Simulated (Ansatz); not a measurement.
System: Li2SbMo3.

The calculation's input:

```
crystal:
  lattice:
    - [2.70753733, -4.52801176, 0.0]
    - [2.70753733, 4.52801176, 0.0]
    - [0.0, 0.0, 4.23358908]
  atoms:
    - { symbol: Li, position: [0.0, 0.5, 0.5] }
    - { symbol: Li, position: [0.5, 0.0, 0.5] }
    - { symbol: Sb, position: [0.5, 0.5, 0.0] }
    - { symbol: Mo, position: [0.1610669, 0.8389331, 0.0] }
    - { symbol: Mo, position: [0.8389331, 0.1610669, 0.0] }
    - { symbol: Mo, position: [0.0, 0.0, 0.5] }
basis:
  ecutwfc: 420
kpoints:
  mp_grid: { grid: [8, 8, 10] }
hamiltonian:
  xc: pbe
scf:
  occupations: { method: gaussian, width: 0.1 }
output:
  forces: true
  stress: true
  eigenvalues: true
  write_density: true
  write_potential: true
  elf: true
  volumetric_format: npy
relax:
  adjacent_minimum: "off"
  f_tol: 0.01
  max_steps: 80
  cell: { stress_tol: 0.05 }
```

Launched as:

```sh
ansatz run input.yaml --threads 1 --pin off --max-ram 2560MiB --backend cpu --events-out ev --progress --plain --runs-dir out
```

Below, planes, directions and counts refer to the conventional cell (a = 4.99 Å, b = 8.88 Å, c = 4.43 Å, α = 90.00°, β = 90.00°, γ = 90.00°).

The fields are those of the run's last geometry, not of the input's.

Space group Cmmm; a structure generated by program, which may or may not match a known phase; computed without spin polarisation.

Method: DFT PBE, scalar-relativistic, plane waves, PAW in Ansatz.

What can the converged valence pseudo-density and electron localisation function tell about the bonding?

Answer. Li–Mo (2.55 Å): the density is about 0.28 e/Å³ at the midpoint; the ELF is about 0.25 at the midpoint; no shared electron pair shows on this line.
Li–Sb (3.37 Å): ρ is about 0.13 e/Å³ halfway, with its minimum of 0.09 e/Å³ about 1.0 Å from Li; the ELF is about 0.40 at the midpoint.

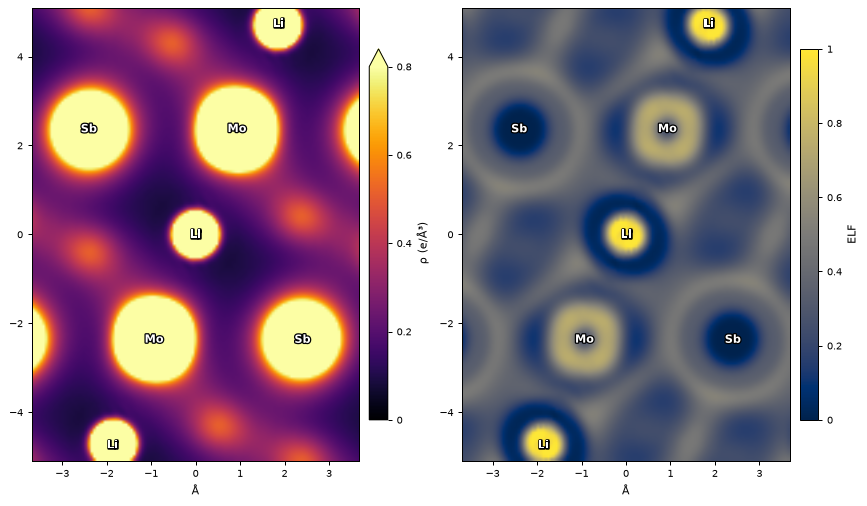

Computed valence pseudo-density and electron localisation function on the (111) plane of the conventional cell, in this order. 
